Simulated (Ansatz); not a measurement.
# BClH₃Sb: single points with varied inputs

Aim: run BClH₃Sb under a spread of inputs, and see what each costs and gives.

Method: the settings change from run to run; program: Ansatz 0.2.0, Gaussian basis.

## 1. The geometry

The structure was relaxed beforehand with PBE0-D4 in a triple-zeta def2 set. Sb takes a core potential in def2 sets; no spin-orbit term is included.

SMILES `Cl[BH][SbH2]`, 6 atoms, charge 0, spin multiplicity 1.

Atoms are counted from 1 here; the program's logs count them from 0.

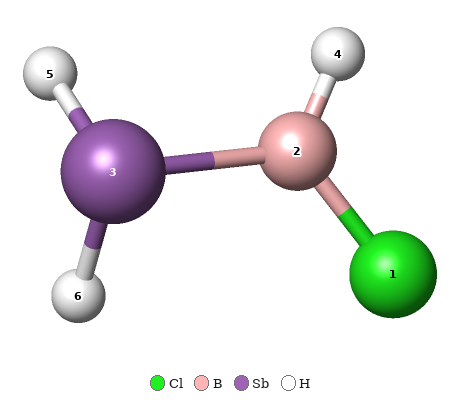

The geometry (chlorine green, boron pink, antimony purple, hydrogen white); atoms are numbered from 1 in the order of the file.

As a file:

```xyz
6
BClH3Sb
Cl   -1.4936   -1.5749    0.8329
B    -0.1043   -0.9741   -0.0205
Sb    0.8277    0.9829    0.5028
H     0.3896   -1.7023   -0.8257
H     1.0816    1.3969   -1.1309
H    -0.6589    1.8074    0.5954
```

## 2. B3LYP/def2-mTZVPP

Set apart from the defaults: multiplicity 3, D4 dispersion, the search for lower states set to off.

in.yaml reads:

```yaml
crystal:
  periodic: [false, false, false]
  atoms:
    - {symbol: Cl, position_ang: [-1.493602, -1.574878, 0.832895]}
    - {symbol: B, position_ang: [-0.104339, -0.974113, -0.020505]}
    - {symbol: Sb, position_ang: [0.827744, 0.982907, 0.502802]}
    - {symbol: H, position_ang: [0.389629, -1.702261, -0.825739]}
    - {symbol: H, position_ang: [1.081634, 1.396916, -1.130914]}
    - {symbol: H, position_ang: [-0.658866, 1.807428, 0.595361]}
basis:
  gaussian: {orbitals: def2-mTZVPP}
magnetization: {spin_polarized: true, initial_magnetization: 2}
hamiltonian: {xc: {name: B3LYP}, dispersion: d4}
scf: {lower_state_search: off}
output: {forces: true}
```

Started as:

```bash
> ansatz run in.yaml --threads 2 --pin off --events-out ev --progress --plain --max-ram 4352MiB
```

The log of the run, shortened:

```text
Functional definition: B3LYP
  name "B3LYP"
  cite "Stephens, Devlin, Chabalowski & Frisch, J. Phys. Chem. 98, 11623 (1994) doi:10.1021/j100096a001"
  cite "Becke, Phys. Rev. A 38, 3098 (1988) doi:10.1103/PhysRevA.38.3098"
  cite "Lee, Yang & Parr, Phys. Rev. B 37, 785 (1988) doi:10.1103/PhysRevB.37.785"
  cite "Vosko, Wilk & Nusair, Can. J. Phys. 58, 1200 (1980) doi:10.1139/p80-159"
[...]
971 factors; integrals over basis functions are off by at most 8.8e-4 eV
[...]
mean field -19785.67648473 eV, -727.1101996008 hartree, gradient 7.2e-6 eV, S^2 2.006890; 0 other end points of the search recorded, 0 dependent functions left out
[...]
reference -19785.67674498 eV, -727.1102091645 hartree; 25, 23 occupied and 72, 74 virtual orbitals, 971 factors
Total energy: -19785.90630132 eV, -727.1186452044 hartree
Atom 0 at    -1.493602    -1.574878     0.832895 Å, force    -0.539199     0.133121     0.610806 eV/Å
Atom 1 at    -0.104339    -0.974113    -0.020505 Å, force    -0.174923    -1.346403    -0.357976 eV/Å
Atom 2 at     0.827744     0.982907     0.502802 Å, force     0.052827    -0.043654    -0.113083 eV/Å
Atom 3 at     0.389629    -1.702261    -0.825739 Å, force     0.565448     0.521177    -0.140831 eV/Å
Atom 4 at     1.081634     1.396916    -1.130914 Å, force     0.229940     0.324032    -0.115827 eV/Å
Atom 5 at    -0.658866     1.807428     0.595361 Å, force    -0.134093     0.411728     0.116911 eV/Å
Dipole moment:     0.349384     0.504238     0.118572 e Å
Checks for a lower state left out: stability, starts, cluster_reference, orbital_swaps, neighbouring_geometries, increment
```

Wall time 2 s (2 threads of Arm Neoverse V2, shared host).

Largest force 1.404 eV/Å, dipole 3.00 D, ⟨S²⟩ 2.007.

## 3. SVWN5/def2-SVP

in.yaml: that of step 2 with these lines changed.

```diff
@@ -10,6 +10,3 @@
 basis:
-  gaussian: {orbitals: def2-mTZVPP}
-magnetization: {spin_polarized: true, initial_magnetization: 2}
-hamiltonian: {xc: {name: B3LYP}, dispersion: d4}
-scf: {lower_state_search: off}
-output: {forces: true}
+  gaussian: {orbitals: def2-SVP}
+hamiltonian: {xc: {name: SVWN5}}
```

Same command.

The log of the run:

```text
Functional definition: SVWN5
  name "SVWN5"
  cite "Dirac, Proc. Camb. Phil. Soc. 26, 376 (1930) doi:10.1017/S0305004100016108"
  cite "Slater, Phys. Rev. 81, 385 (1951) doi:10.1103/PhysRev.81.385"
  cite "Vosko, Wilk & Nusair, Can. J. Phys. 58, 1200 (1980) doi:10.1139/p80-159"
  exchange = slater_x
  correlation = vwn5_c
839 factors; their error is unknown
mean field evaluation 1: about -19720.2911 eV, gradient 2.5e1 eV
mean field evaluation 2: about -19716.9674 eV, gradient 3.9e1 eV
mean field evaluation 4: about -19722.3985 eV, gradient 1.5e0 eV
mean field evaluation 8: about -19722.4096 eV, gradient 4.1e-2 eV
mean field -19722.38700482 eV, -724.7843541132 hartree, gradient 6.8e-5 eV, S^2 0.000000; 0 other end points of the search recorded, 0 dependent functions left out
reference -19722.38703512 eV, -724.7843552264 hartree; 24, 24 occupied and 49, 49 virtual orbitals, 839 factors
Total energy: -19722.38703512 eV, -724.7843552264 hartree
```

Run time: 0.4 s. Hardware: 2 threads of Arm Neoverse V2, shared host.

## 4. PBE-QIDH/ANO-RCC-VTZP

This run has atoms shaken by 0.08 Å, high accuracy.

in.yaml reads:

```yaml
crystal:
  periodic: [false, false, false]
  atoms:
    - {symbol: Cl, position_ang: [-1.426902, -1.539484, 0.905832]}
    - {symbol: B, position_ang: [-0.172250, -0.985542, -0.050418]}
    - {symbol: Sb, position_ang: [0.766954, 0.961439, 0.438776]}
    - {symbol: H, position_ang: [0.451718, -1.710495, -0.868536]}
    - {symbol: H, position_ang: [1.156077, 1.476111, -1.089239]}
    - {symbol: H, position_ang: [-0.619396, 1.821477, 0.551603]}
basis:
  gaussian: {orbitals: ANO-RCC-VTZP}
hamiltonian: {xc: {name: PBE-QIDH}}
accuracy: high
output: {forces: true}
```

Launched as before.

The log of the run, shortened:

```text
Functional definition: PBE-QIDH
  name "PBE-QIDH"
  cite "Brémond, Sancho-García, Pérez-Jiménez & Adamo, J. Chem. Phys. 141, 031101 (2014) doi:10.1063/1.4890314"
  cite "Perdew, Burke & Ernzerhof, Phys. Rev. Lett. 77, 3865 (1996) doi:10.1103/PhysRevLett.77.3865"
[...]
3208 factors; integrals over basis functions are off by at most 5.0e-9 eV
[...]
mean field -189596.70787226 eV, -6967.5505010412 hartree, gradient 3.4e-8 eV, S^2 0.000000; 0 other end points of the search recorded, 0 dependent functions left out
24 core orbitals not correlated: weight in the atoms' cores, before any rotation towards them, 1.000 or more for the frozen orbitals, at most 0.000 for the correlated occupied ones
reference -189596.70787427 eV, -6967.5505011149 hartree; 14, 14 occupied and 136, 136 virtual orbitals, 3208 factors
second order -26.17861532 eV of doubles, -0.00000000 eV of singles
[...]
Total energy: -189605.43407937 eV, -6967.8711832377 hartree
Relativity: scalar
Atom 0 at    -1.426902    -1.539484     0.905832 Å, force    -1.279769    -0.735720     0.717932 eV/Å
Atom 1 at    -0.172250    -0.985542    -0.050418 Å, force     2.385191     0.090276    -1.675994 eV/Å
Atom 2 at     0.766954     0.961439     0.438776 Å, force     0.635640    -0.486288     0.427976 eV/Å
Atom 3 at     0.451718    -1.710495    -0.868536 Å, force    -1.037659     0.621209     0.935313 eV/Å
Atom 4 at     1.156077     1.476111    -1.089239 Å, force     0.015210     0.052575    -0.438375 eV/Å
Atom 5 at    -0.619396     1.821477     0.551603 Å, force    -0.718613     0.457947     0.033149 eV/Å
Dipole moment:    -0.014833    -0.021611    -0.053632 e Å
```

Run time: 3.9 min. Hardware: 2 threads of Arm Neoverse V2, shared host; peak memory 1.3 GiB.

Largest force 2.917 eV/Å, dipole 0.29 D.

## 5. CCSD(T)/def2-TZVP

Set apart from the defaults: atoms shaken by 0.03 Å, high accuracy.

in.yaml reads:

```yaml
crystal:
  periodic: [false, false, false]
  atoms:
    - {symbol: Cl, position_ang: [-1.534592, -1.571964, 0.852304]}
    - {symbol: B, position_ang: [-0.136832, -0.969255, -0.011664]}
    - {symbol: Sb, position_ang: [0.842589, 1.014834, 0.506352]}
    - {symbol: H, position_ang: [0.378685, -1.705414, -0.844155]}
    - {symbol: H, position_ang: [1.073350, 1.375331, -1.110401]}
    - {symbol: H, position_ang: [-0.651778, 1.783722, 0.609011]}
basis:
  gaussian: {orbitals: def2-TZVP}
hamiltonian: {xc: {name: HF}}
correlation: {method: ccsd_t}
accuracy: high
```

Same command.

The log of the run, shortened:

```text
Functional definition: HF
  name "HF"
  cite "Fock, Z. Phys. 61, 126 (1930) doi:10.1007/BF01340294"
  parent pbe
[...]
2515 factors; integrals over basis functions are off by at most 3.9e-9 eV
[...]
mean field -19734.21703609 eV, -725.2190997437 hartree, gradient 2.8e-8 eV, S^2 0.000000; 0 other end points of the search recorded, 0 dependent functions left out
10 core orbitals not correlated: weight in the atoms' cores, before any rotation towards them, 1.000 or more for the frozen orbitals, at most 0.000 for the correlated occupied ones
reference -19734.21703609 eV, -725.2190997437 hartree; 14, 14 occupied and 112, 112 virtual orbitals, 2515 factors
second order -17.19071856 eV of doubles, -0.00000000 eV of singles
cycle   1  -17.44925325 eV  change   -2.6e-1 eV  update   1.0e-1
[...]
cycle  23  -17.99105222 eV  change  -8.3e-10 eV  update   2.9e-9
perturbative correction -0.64987239 eV, -0.0238823697 hartree
Total energy: -19752.85796070 eV, -725.9041410879 hartree
```

It took 45 s on 2 threads of Arm Neoverse V2, shared host; peak memory 1.7 GiB.

T1 0.015.

## 6. wB97X/def2-SVPD

This run has multiplicity 3, a grid of angular degree 47, high accuracy.

in.yaml reads:

```yaml
crystal:
  periodic: [false, false, false]
  atoms:
    - {symbol: Cl, position_ang: [-1.493602, -1.574878, 0.832895]}
    - {symbol: B, position_ang: [-0.104339, -0.974113, -0.020505]}
    - {symbol: Sb, position_ang: [0.827744, 0.982907, 0.502802]}
    - {symbol: H, position_ang: [0.389629, -1.702261, -0.825739]}
    - {symbol: H, position_ang: [1.081634, 1.396916, -1.130914]}
    - {symbol: H, position_ang: [-0.658866, 1.807428, 0.595361]}
basis:
  gaussian: {orbitals: def2-SVPD, final_grid: {core_spheres: 20, valence_spheres: 16, degree: 47}}
magnetization: {spin_polarized: true, initial_magnetization: 2}
hamiltonian: {xc: {name: wB97X}}
accuracy: high
```

The command is unchanged.

The log of the run, shortened:

```text
Functional definition: wB97X
  name "wB97X"
  cite "Chai & Head-Gordon, J. Chem. Phys. 128, 084106 (2008) doi:10.1063/1.2834918"
  cite "Becke, J. Chem. Phys. 107, 8554 (1997) doi:10.1063/1.475007"
[...]
  # The coefficients of nought are those of the uniform gas.
[...]
      + exact_x_lr(omega)
[...]
      + integral(e_c_pw_opposite_spin*poly(b97_u_opposite, 1, cos1, cos2, cos3, cos4))
2202 factors; integrals over basis functions are off by at most 3.7e-9 eV
516 factors; integrals over basis functions are off by at most 1.8e-9 eV
[...]
mean field -19778.84342675 eV, -726.8590893515 hartree, gradient 5.9e-8 eV, S^2 2.014820; 2 other end points of the search recorded, 0 dependent functions left out
reference -19778.84342372 eV, -726.8590892400 hartree; 25, 23 occupied and 78, 80 virtual orbitals, 2202 factors
Total energy: -19778.84342372 eV, -726.8590892400 hartree
```

It took 11 s on 2 threads of Arm Neoverse V2, shared host; peak memory 0.64 GiB.

⟨S²⟩ 2.015.

## 7. SVWN5/ANO-RCC-VTZP

Options: a point charge of 2.00 e beside it.

in.yaml: that of step 6 with these lines changed.

```diff
@@ -10,5 +10,4 @@
 basis:
-  gaussian: {orbitals: def2-SVPD, final_grid: {core_spheres: 20, valence_spheres: 16, degree: 47}}
-magnetization: {spin_polarized: true, initial_magnetization: 2}
-hamiltonian: {xc: {name: wB97X}}
-accuracy: high
+  gaussian: {orbitals: ANO-RCC-VTZP, point_charges: [{charge: 2.00, position_ang: [4.377, -0.289, 0.538]}]}
+hamiltonian: {xc: {name: SVWN5}}
+output: {forces: true}
```

Same command.

The log of the run, shortened:

```text
Functional definition: SVWN5
  name "SVWN5"
  cite "Dirac, Proc. Camb. Phil. Soc. 26, 376 (1930) doi:10.1017/S0305004100016108"
  cite "Slater, Phys. Rev. 81, 385 (1951) doi:10.1103/PhysRev.81.385"
  cite "Vosko, Wilk & Nusair, Can. J. Phys. 58, 1200 (1980) doi:10.1139/p80-159"
[...]
1424 factors; their error is unknown
[...]
mean field -189422.47028092 eV, -6961.1473876618 hartree, gradient 5.3e-5 eV, S^2 0.000000; 1 other end points of the search recorded, 0 dependent functions left out
[...]
reference -189422.47034708 eV, -6961.1473900931 hartree; 38, 38 occupied and 136, 136 virtual orbitals, 1424 factors
Total energy: -189422.47034708 eV, -6961.1473900931 hartree
Relativity: scalar
Atom 0 at    -1.493602    -1.574878     0.832895 Å, force     0.899096     0.620873    -0.572775 eV/Å
Atom 1 at    -0.104339    -0.974113    -0.020505 Å, force    -0.912199    -0.633680     0.916517 eV/Å
Atom 2 at     0.827744     0.982907     0.502802 Å, force     0.982869    -1.180487    -0.863657 eV/Å
Atom 3 at     0.389629    -1.702261    -0.825739 Å, force     0.303178     0.010035    -0.217448 eV/Å
Atom 4 at     1.081634     1.396916    -1.130914 Å, force     0.102272     0.007139     0.018945 eV/Å
Atom 5 at    -0.658866     1.807428     0.595361 Å, force     0.478026     0.368576     0.584204 eV/Å
Dipole moment:    -1.694444     0.110191    -0.129021 e Å
```

Run time: 4.6 s. Hardware: 2 threads of Arm Neoverse V2, shared host; peak memory 0.3 GiB.

Largest force 1.762 eV/Å, dipole 8.18 D.

## 8. wPBEh/x2c-TZVPPall

This run has the search for lower states set to off.

in.yaml: that of step 7 with these lines changed.

```diff
@@ -10,4 +10,5 @@
 basis:
-  gaussian: {orbitals: ANO-RCC-VTZP, point_charges: [{charge: 2.00, position_ang: [4.377, -0.289, 0.538]}]}
-hamiltonian: {xc: {name: SVWN5}}
+  gaussian: {orbitals: x2c-TZVPPall}
+hamiltonian: {xc: {name: wPBEh}}
+scf: {lower_state_search: off}
 output: {forces: true}
```

Launched as before.

The log of the run, shortened:

```text
Functional definition: wPBEh
  name "wPBEh"
  cite "Heyd, Scuseria & Ernzerhof, J. Chem. Phys. 118, 8207 (2003) doi:10.1063/1.1564060"
  cite "Krukau, Vydrov, Izmaylov & Scuseria, J. Chem. Phys. 125, 224106 (2006) doi:10.1063/1.2404663"
  cite "Heyd & Scuseria, J. Chem. Phys. 120, 7274 (2004) doi:10.1063/1.1668634"
  cite "Ernzerhof & Perdew, J. Chem. Phys. 109, 3313 (1998) doi:10.1063/1.476928"
  cite "Perdew, Burke & Ernzerhof, Phys. Rev. Lett. 77, 3865 (1996) doi:10.1103/PhysRevLett.77.3865"
  parent pbe
[...]
1262 factors; their error is unknown
82 factors; integrals over basis functions are off by at most 6.9e-7 eV
[...]
mean field -189626.19600420 eV, -6968.6341699022 hartree, gradient 4.3e-6 eV, S^2 0.000000; 0 other end points of the search recorded, 0 dependent functions left out
[...]
reference -189626.19604179 eV, -6968.6341712835 hartree; 38, 38 occupied and 137, 137 virtual orbitals, 1262 factors
Total energy: -189626.19604179 eV, -6968.6341712835 hartree
Relativity: scalar
Atom 0 at    -1.493602    -1.574878     0.832895 Å, force    -0.021643    -0.017898     0.008579 eV/Å
Atom 1 at    -0.104339    -0.974113    -0.020505 Å, force     0.008802    -0.042450    -0.031865 eV/Å
Atom 2 at     0.827744     0.982907     0.502802 Å, force     0.040505     0.012998     0.030156 eV/Å
Atom 3 at     0.389629    -1.702261    -0.825739 Å, force    -0.009835     0.012721     0.019160 eV/Å
Atom 4 at     1.081634     1.396916    -1.130914 Å, force     0.009794     0.012502    -0.032939 eV/Å
Atom 5 at    -0.658866     1.807428     0.595361 Å, force    -0.027622     0.022127     0.006909 eV/Å
Dipole moment:     0.086944     0.019761    -0.025916 e Å
Checks for a lower state left out: stability, starts, cluster_reference, orbital_swaps, neighbouring_geometries, increment
```

It took 4 s on 2 threads of Arm Neoverse V2, shared host; peak memory 0.47 GiB.

Largest force 0.054 eV/Å, dipole 0.45 D.

## 9. revPBE0/def2-TZVPP

Options: charge +1, multiplicity 2, atoms shaken by 0.15 Å.

in.yaml reads:

```yaml
crystal:
  periodic: [false, false, false]
  atoms:
    - {symbol: Cl, position_ang: [-1.216416, -1.638215, 0.715885]}
    - {symbol: B, position_ang: [-0.153245, -0.929897, 0.112689]}
    - {symbol: Sb, position_ang: [0.891568, 1.040416, 0.457561]}
    - {symbol: H, position_ang: [0.312792, -1.550126, -1.100118]}
    - {symbol: H, position_ang: [1.033900, 1.271847, -1.090736]}
    - {symbol: H, position_ang: [-0.645451, 1.925412, 0.468763]}
basis:
  gaussian: {orbitals: def2-TZVPP}
total_charge: 1
magnetization: {spin_polarized: true, initial_magnetization: 1}
hamiltonian: {xc: {name: revPBE0}}
output: {forces: true}
```

Same command.

The log of the run, shortened:

```text
Functional definition: revPBE0
  name "revPBE0"
  cite "Zhang & Yang, Phys. Rev. Lett. 80, 890 (1998) doi:10.1103/PhysRevLett.80.890"
  cite "Adamo & Barone, J. Chem. Phys. 110, 6158 (1999) doi:10.1063/1.478522"
  cite "Perdew, Burke & Ernzerhof, Phys. Rev. Lett. 77, 3865 (1996) doi:10.1103/PhysRevLett.77.3865"
[...]
1112 factors; their error is unknown
[...]
mean field -19774.07825215 eV, -726.6839724148 hartree, gradient 5.4e-5 eV, S^2 0.761537; 0 other end points of the search recorded, 0 dependent functions left out
[...]
reference -19774.07829176 eV, -726.6839738704 hartree; 24, 23 occupied and 141, 142 virtual orbitals, 1112 factors
Total energy: -19774.07829176 eV, -726.6839738704 hartree
Atom 0 at    -1.216416    -1.638215     0.715885 Å, force   -11.751687    -7.417642     7.215710 eV/Å
Atom 1 at    -0.153245    -0.929897     0.112689 Å, force    11.653737     5.060163    -8.942607 eV/Å
Atom 2 at     0.891568     1.040416     0.457561 Å, force    -1.055765     0.463181     1.991705 eV/Å
Atom 3 at     0.312792    -1.550126    -1.100118 Å, force    -0.246134     1.726792     1.959536 eV/Å
Atom 4 at     1.033900     1.271847    -1.090736 Å, force     0.606871     0.538490    -2.393546 eV/Å
Atom 5 at    -0.645451     1.925412     0.468763 Å, force     0.792978    -0.370985     0.169201 eV/Å
Dipole moment:    -0.205308    -0.402058    -0.050988 e Å
```

Run time: 4.6 s. Hardware: 2 threads of Arm Neoverse V2, shared host; peak memory 0.43 GiB.

Largest force 15.659 eV/Å, ⟨S²⟩ 0.762.

## 10. BLYP/def2-TZVPP

This run has D4 dispersion.

in.yaml reads:

```yaml
crystal:
  periodic: [false, false, false]
  atoms:
    - {symbol: Cl, position_ang: [-1.493602, -1.574878, 0.832895]}
    - {symbol: B, position_ang: [-0.104339, -0.974113, -0.020505]}
    - {symbol: Sb, position_ang: [0.827744, 0.982907, 0.502802]}
    - {symbol: H, position_ang: [0.389629, -1.702261, -0.825739]}
    - {symbol: H, position_ang: [1.081634, 1.396916, -1.130914]}
    - {symbol: H, position_ang: [-0.658866, 1.807428, 0.595361]}
basis:
  gaussian: {orbitals: def2-TZVPP}
hamiltonian: {xc: {name: BLYP}, dispersion: d4}
output: {forces: true}
```

Launched as before.

The log of the run, shortened:

```text
Functional definition: BLYP
  name "BLYP"
  cite "Becke, Phys. Rev. A 38, 3098 (1988) doi:10.1103/PhysRevA.38.3098"
  cite "Lee, Yang & Parr, Phys. Rev. B 37, 785 (1988) doi:10.1103/PhysRevB.37.785"
[...]
1023 factors; their error is unknown
[...]
mean field -19784.39470307 eV, -727.0630949933 hartree, gradient 2.9e-5 eV, S^2 0.000000; 0 other end points of the search recorded, 0 dependent functions left out
[...]
reference -19784.39504635 eV, -727.0631076089 hartree; 24, 24 occupied and 141, 141 virtual orbitals, 1023 factors
Total energy: -19784.69730286 eV, -727.0742153305 hartree
Atom 0 at    -1.493602    -1.574878     0.832895 Å, force    -0.359828    -0.178906     0.223280 eV/Å
Atom 1 at    -0.104339    -0.974113    -0.020505 Å, force     0.174413    -0.119475    -0.304478 eV/Å
Atom 2 at     0.827744     0.982907     0.502802 Å, force     0.369064     0.078542     0.328148 eV/Å
Atom 3 at     0.389629    -1.702261    -0.825739 Å, force     0.021629     0.003881     0.012721 eV/Å
Atom 4 at     1.081634     1.396916    -1.130914 Å, force     0.035850     0.076451    -0.267519 eV/Å
Atom 5 at    -0.658866     1.807428     0.595361 Å, force    -0.241128     0.139507     0.007847 eV/Å
Dipole moment:     0.087500     0.006580     0.002963 e Å
```

Wall time 1.8 s (2 threads of Arm Neoverse V2, shared host).

Largest force 0.500 eV/Å, dipole 0.42 D.

## 11. All runs side by side

```
                level  charge  multiplicity               geometry  functions  energy (eV)     time
    B3LYP/def2-mTZVPP       0             3                relaxed         97   -19785.906      2 s
       SVWN5/def2-SVP       0             1                relaxed         73   -19722.387    0.4 s
PBE-QIDH/ANO-RCC-VTZP       0             1                 shaken        174  -189605.434  3.9 min
    CCSD(T)/def2-TZVP       0             1                 shaken        136   -19752.858     45 s
      wB97X/def2-SVPD       0             3                relaxed        103   -19778.843     11 s
   SVWN5/ANO-RCC-VTZP       0             1  relaxed, point charge        174  -189422.470    4.6 s
   wPBEh/x2c-TZVPPall       0             1                relaxed        175  -189626.196      4 s
   revPBE0/def2-TZVPP       1             2                 shaken        165   -19774.078    4.6 s
      BLYP/def2-TZVPP       0             1                relaxed        165   -19784.697    1.8 s
```

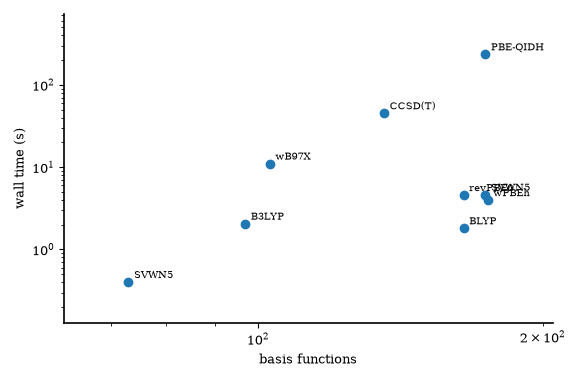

Wall time against the number of basis functions (shared host).

## 12. Outcome

```
                                         quantity                           value
                                             runs                               9
                                         quickest           SVWN5/def2-SVP, 0.4 s
                                          slowest  PBE-QIDH/ANO-RCC-VTZP, 3.9 min
spread of total energies, same state and geometry                     169903.8 eV
                  dipole, same state and geometry                  0.42 to 0.45 D
```

In words: Run time spans a factor of 586, from SVWN5/def2-SVP to PBE-QIDH/ANO-RCC-VTZP. The jobs differ in tasks and options as well as level. The totals spread over 169904 eV; they can't be compared across methods or bases. Some of these runs are scalar-relativistic and others not, which shifts the totals of all-electron atoms past neon by eV; core potentials, where a basis has them, take the core out of the total altogether. At the PBE0-D4/def2-TZVP geometry and in the same state, runs without warnings or point charges leave forces up to 0.50 eV/Å (BLYP/def2-TZVPP), against 2.9 eV/Å where the atoms were moved.
